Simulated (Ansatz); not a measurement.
System: C2H7ClOSi2 (SMILES OC(Cl)=C[SiH2][SiH3]).

```yaml
atoms:
  - { symbol: O, position_ang: [2.2740, -1.3493, -1.8123] }
  - { symbol: C, position_ang: [1.5925, -0.6192, -0.9039] }
  - { symbol: Cl, position_ang: [2.3063, -0.8484, 0.6648] }
  - { symbol: C, position_ang: [0.5298, 0.1798, -1.1061] }
  - { symbol: Si, position_ang: [-0.3625, 1.1604, 0.2021] }
  - { symbol: Si, position_ang: [-1.6860, -0.1896, 1.5880] }
  - { symbol: H, position_ang: [1.8566, -1.1987, -2.6788] }
  - { symbol: H, position_ang: [0.1649, 0.2362, -2.1351] }
  - { symbol: H, position_ang: [0.5897, 1.9577, 1.0288] }
  - { symbol: H, position_ang: [-1.2589, 2.1164, -0.5138] }
  - { symbol: H, position_ang: [-2.6989, -0.9188, 0.7694] }
  - { symbol: H, position_ang: [-2.4163, 0.6391, 2.5925] }
  - { symbol: H, position_ang: [-0.8706, -1.2004, 2.3192] }
```

Level of theory: RKS r2SCAN/6-31G* (Ansatz).

### Predict the electron density and electron localisation function between the atoms.

C–C (1.34 Å): ρ at the midpoint is about 2.2 e/Å³; the ELF peaks at about 0.90 between the atoms: a short, multiple covalent bond.
C–O (1.35 Å): ρ at the midpoint is about 2.4 e/Å³; the ELF peaks at about 0.90 between the atoms (a polar covalent bond).
C–Cl (1.74 Å): ρ at the midpoint is about 1.4 e/Å³; the ELF peaks at about 0.90 between the atoms (localised, covalent bonding).
C–Si (1.86 Å): the density is about 0.93 e/Å³ at the midpoint; the ELF peaks at about 0.95 between the atoms (a covalent bond).

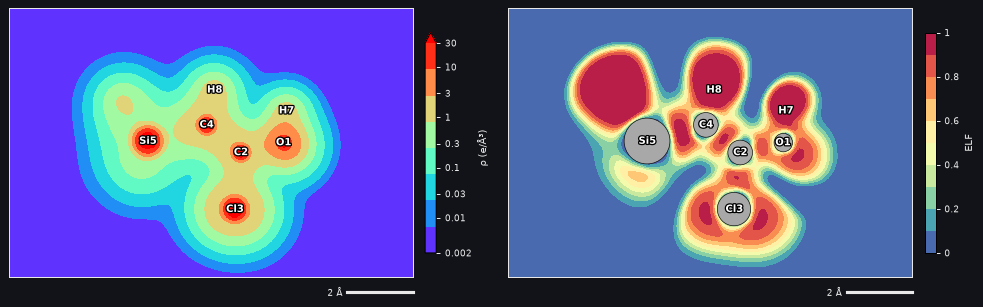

Computed electron density and electron localisation function on the plane of atoms O1, C2 and C4, in this order. Grey discs cover the atomic cores in the ELF map. 
